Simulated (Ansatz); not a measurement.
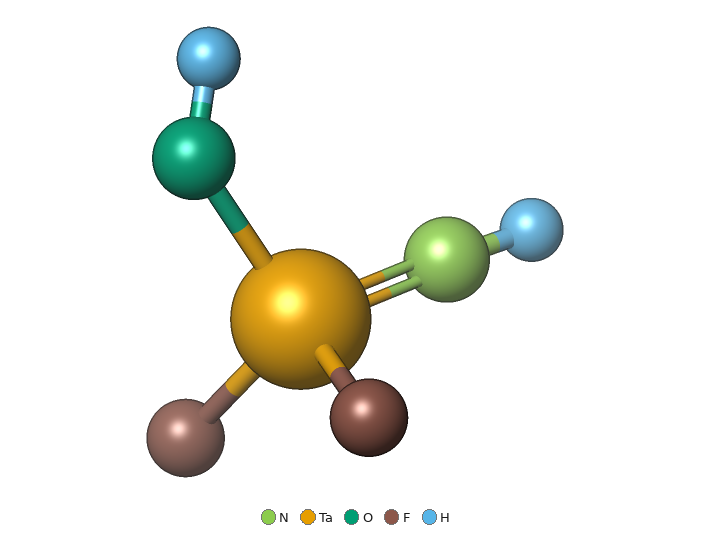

Rendered structure (ball-and-stick style). Double and triple bonds are drawn as two and three sticks.

The species is neutral and a spin singlet.

Question: Which formula does it have?

Answer: F₂H₂NOTa, 7 atoms: 2 fluorine, 2 hydrogen, 1 nitrogen, 1 oxygen and 1 tantalum.

Question: How many atoms are distinct by symmetry?

Answer: 6: 1 N, 1 Ta, 1 O, 2 F, 1 H, 1 H.

Question: Give the symmetry (Schoenflies symbol).

Answer: Cs.

Question: Write the SMILES.

Answer: [NH]=[Ta]([OH])([F])[F]

Question: How many bonds of each kind are drawn?

Answer: 2 F–Ta, 1 N–Ta, 1 O–Ta, 1 N–H, 1 O–H.

The parts below concern this one geometry. Atoms keep their numbers from picture to picture. Computed geometry: PBE0-D4/def2-TZVP optimisation.

**Dipole moment**

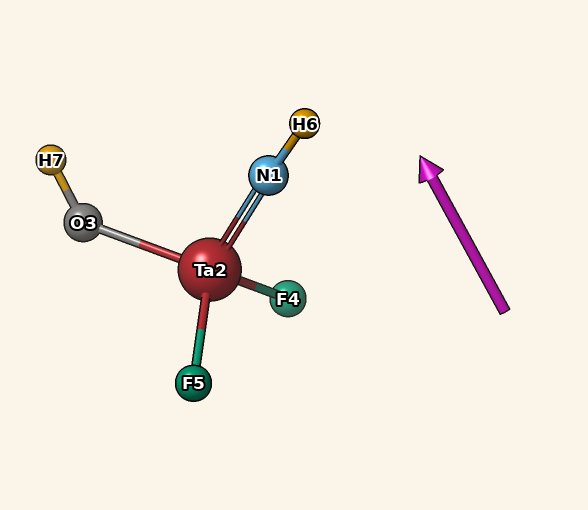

The arrow beside the molecule shows the direction of the dipole moment, from the negative to the positive end (its length means nothing). Properties computed with RKS PBE0-D4/def2-TZVP, core potentials on Ta (Ansatz 0.2.0).

Question: Estimate the dipole moment.

Answer: 2.46 D; it points from the side of F4, F5 to the side of H7 (the outermost atoms at the two ends).

**Charges**

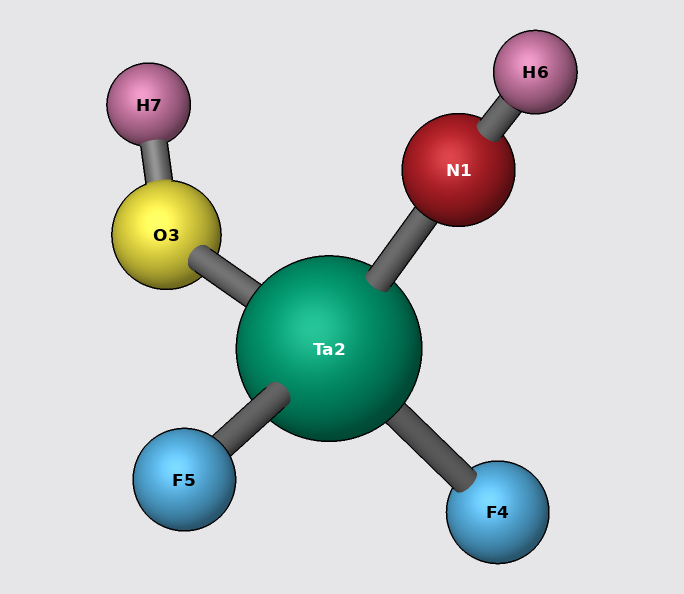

The questions are on Mulliken charges. Level of theory: RKS PBE-D4/def2-TZVPP, core potentials on Ta (Ansatz 0.2.0).

Give the Mulliken charges atom by atom.

```tsv
atom	value (e)
N1	−0.43
Ta2	1.01
O3	−0.37
F4	−0.29
F5	−0.29
H6	0.17
H7	0.22
```

**Thermal motion**

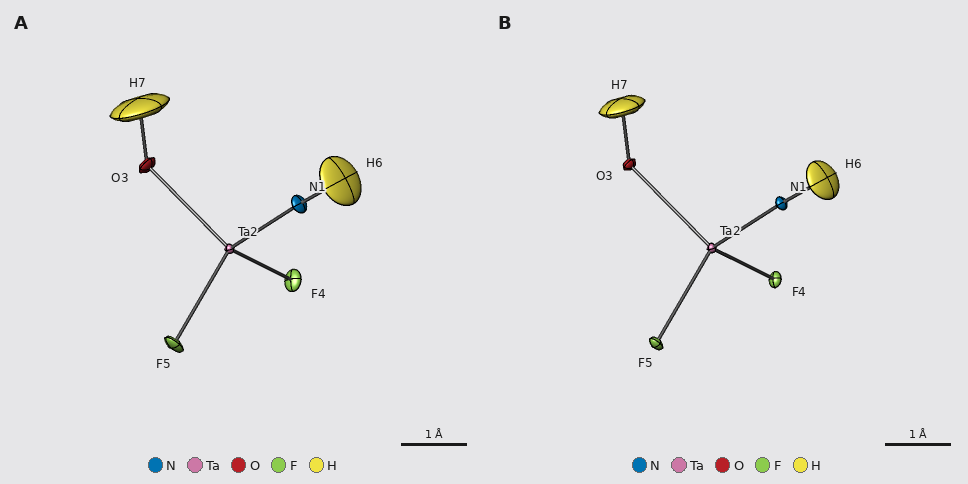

Displacement ellipsoids at the 50 % level, from the internal vibrations of the free molecule (harmonic, no overall translation or rotation; no half-axis is drawn under 0.075 Å). Vibrations computed with RKS PBE0-D4/def2-TZVP, core potentials on Ta (Ansatz 0.2.0). One panel is for 298 K, the other for 600 K.

Question: Which panel is for 600 K?

Answer: A.

Question: How much does the mean-square displacement of F5 grow, and why?

Answer: U_eq goes from 0.0044 to 0.0083 Å², a factor of 1.9. Modes below kT (417 cm⁻¹ at 600 K) grow about in proportion to T, and the lowest lies at 169 cm⁻¹; the mean-square amplitude of a mode is its zero-point value times coth(ħω/2kT), which comes close to 1 only above about 3kT.

Mulliken values depend strongly on the basis set and can even reverse the polarity of a bond.
